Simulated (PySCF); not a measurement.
Input

```
{"job": {"kind": "uv", "xc": "CAM-B3LYP", "basis": "def2-SVPD", "nstates": 8, "ntriplets": 3}, "charge": 0, "multiplicity": 1}
Si    -1.784324     0.242529    -0.112214
C     -0.014478    -0.274910    -0.538433
C      0.857255    -0.919310     0.554456
P      1.429447     0.702955    -0.022954
Se     3.156369     1.079773    -1.127951
H     -2.288419     1.075204    -1.200390
H     -1.740864     0.986137     1.149980
H     -2.564047    -0.983184     0.058339
H      0.124929    -0.719905    -1.520322
H      0.421451    -1.009931     1.540533
H      1.448418    -1.780105     0.263824
H      0.955462     1.600061     0.929104
```

Command:

```sh
OMP_NUM_THREADS=1 python probes_run.py task.json out
```

Geometry: GFN2-xTB.

Computed with PySCF, CAM-B3LYP/def2-SVPD, SCF density, gas phase.

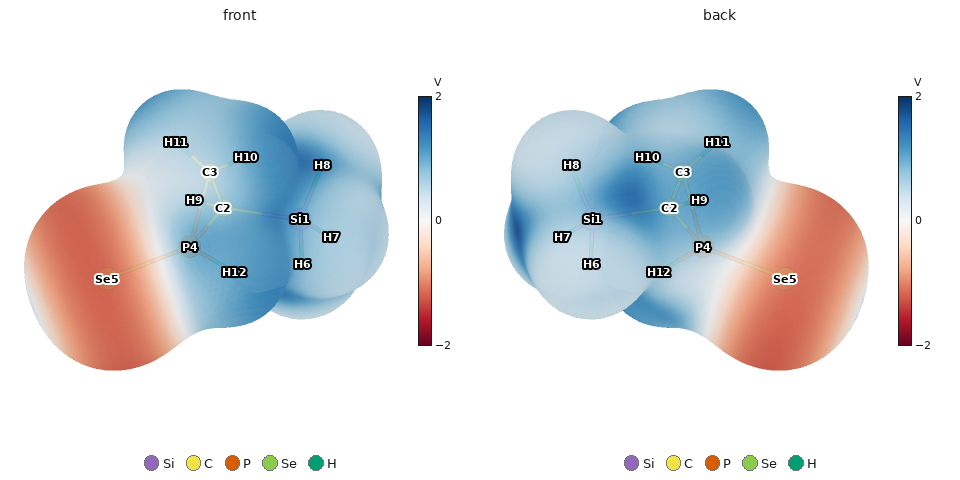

C2H7PSeSi. The electrostatic potential painted on the density surface at 0.002 e/bohr³, seen from the front and from behind; red is negative and blue positive.

Question: Which sites attract a positive test charge, and which a negative one?

Answer: A positive charge is drawn to the negative regions and a negative charge to the positive ones. The most negative region (about −1.2 V) lies over Se5, the most positive (about +1.6 V) over Si1.

Question: What dipole moment does the calculation give?

Answer: Its dipole moment is 4.27 D.
